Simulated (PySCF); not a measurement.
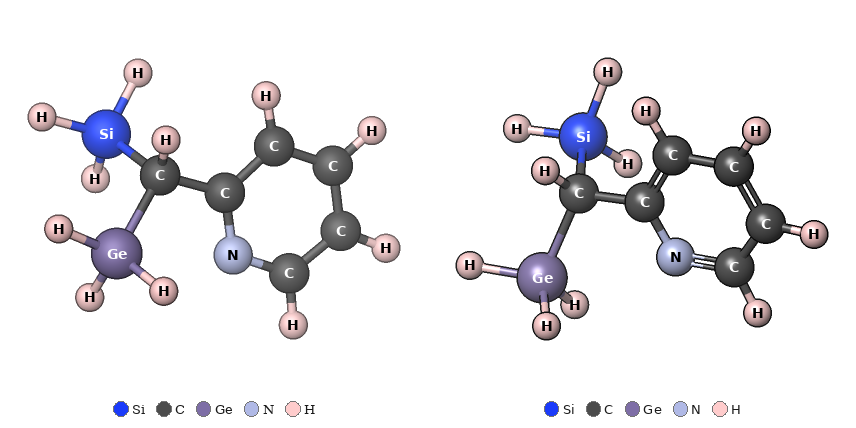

The same structure drawn twice, from different directions.

The computed structure is the end point of a PBE0-D3(BJ)/def2-SVP optimisation. No frequency run is at hand to confirm it as a minimum.

Question: Which formula does it have?

Answer: C₆H₁₁GeNSi, 20 atoms: 6 carbon, 11 hydrogen, 1 germanium, 1 nitrogen and 1 silicon.

Question: Give the symmetry (Schoenflies symbol).

Answer: C1.

The parts below concern this one geometry. Atoms keep their numbers from picture to picture.

## Geometry

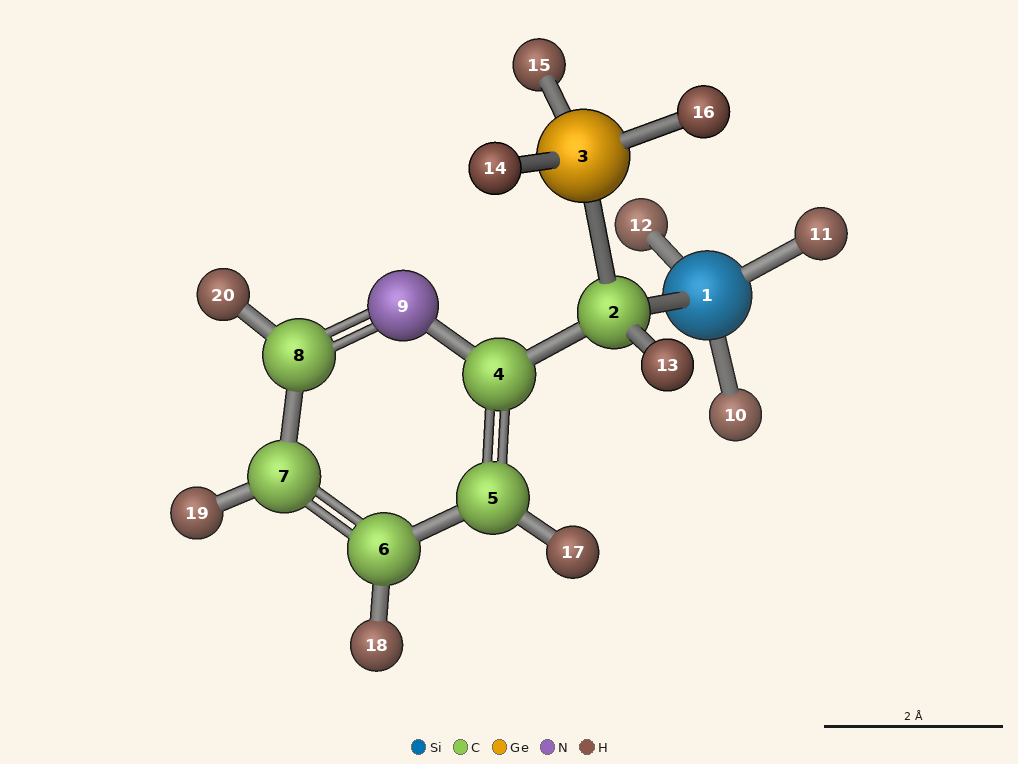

No frequency run is at hand to confirm it as a minimum.

Estimate the angles C2–Si1–H11, C2–Si1–H12, C2–Ge3–H15, C2–C4–C5, Ge3–C2–H13, C4–C2–H13, C4–N9–C8, C5–C4–N9, C5–C6–C7, C6–C7–C8, C6–C7–H19, C7–C8–H20.

```
     angle  degrees
C2–Si1–H11    110.0
C2–Si1–H12    110.0
C2–Ge3–H15    111.8
  C2–C4–C5    122.2
Ge3–C2–H13    107.9
 C4–C2–H13    110.6
  C4–N9–C8    119.3
  C5–C4–N9    121.4
  C5–C6–C7    119.1
  C6–C7–C8    117.9
 C6–C7–H19    121.5
 C7–C8–H20    120.5
```

## Core levels

No frequency run is at hand to confirm it as a minimum. Properties computed with delta-SCF UKS SCAN, pcX-2 on the ionised atom, pcseg-1 elsewhere, spin-free X2C (PySCF 2.14.0).

Give the core-electron binding energies (to vacuum; p and d levels without spin–orbit splitting) of Si1 1s, Si1 2p, C2 1s, C4 1s, C5 1s, C6 1s, C7 1s, C8 1s, N9 1s.

```csv
atom,level,binding energy (eV)
Si1,1s,1846.2
Si1,2p,106.7
C2,1s,289.9
C4,1s,291.4
C5,1s,290.3
C6,1s,290.8
C7,1s,290.3
C8,1s,291.1
N9,1s,404.3
```

## Polarisability

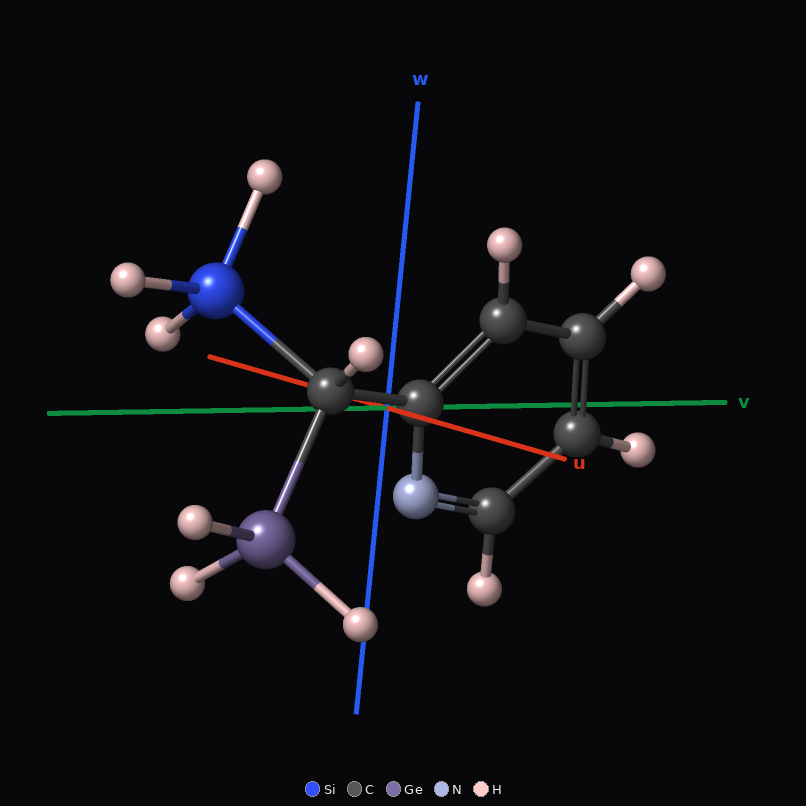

The lines u, v and w are the principal axes of the static dipole polarisability. No frequency run is at hand to confirm it as a minimum. Computed with CAM-B3LYP/def2-SVPD (PySCF 2.14.0).

Question: Along which axis is the molecule most polarisable, and along which least?

Answer: Most along v, least along u.

Question: Give the three principal values.

Answer: u 102.6, v 165.1, w 134.8 bohr³; mean 134.1, anisotropy 54.1 bohr³.

## Excitation

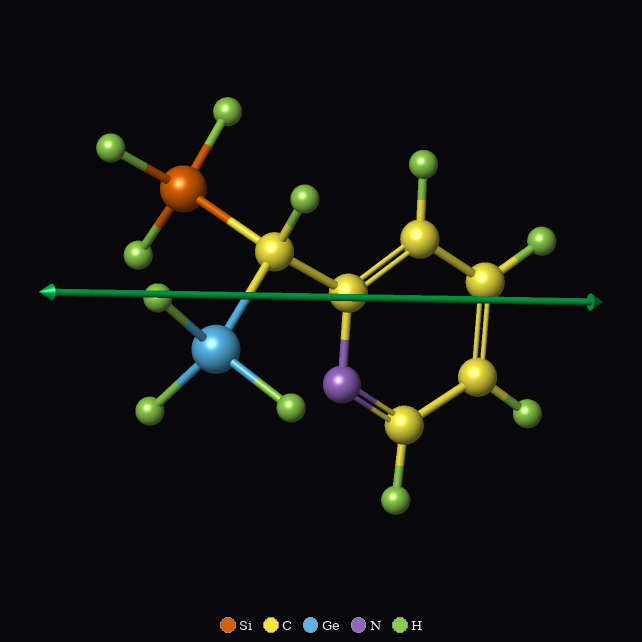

The double arrow shows the direction of the transition dipole to excited singlet state 7 (its length means nothing). No frequency run is at hand to confirm it as a minimum. Level of theory: TDDFT CAM-B3LYP/def2-SVPD, vertical, gas phase, core orbitals frozen in the response (PySCF 2.14.0).

Question: Where does the transition lie, and how strong is it?

Answer: 7.11 eV (174 nm), oscillator strength 0.43, mainly HOMO−2 → LUMO (weight 0.76); transition dipole 4.01 D.
